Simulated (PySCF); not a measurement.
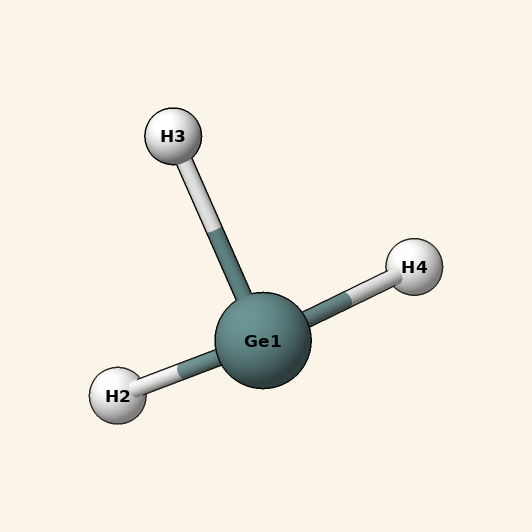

The species has charge −1 and is a spin singlet. Computed geometry: PBE0-D3(BJ)/def2-SVP optimisation. No frequency run is at hand to confirm it as a minimum. Method: B3LYP/pcJ-1 (pcSseg-1 on Ge) indirect spin-spin coupling, non-relativistic, gas phase (PySCF 2.14.0). Isotopes: 1H.

Give the spin–spin coupling constants of these pairs, with the number of bonds between them: H2/H3, H2/H4, H3/H4.

```
  pair  bonds apart  J (Hz)
H2, H3            2    −8.5
H2, H4            2    −8.5
H3, H4            2    −8.5
```
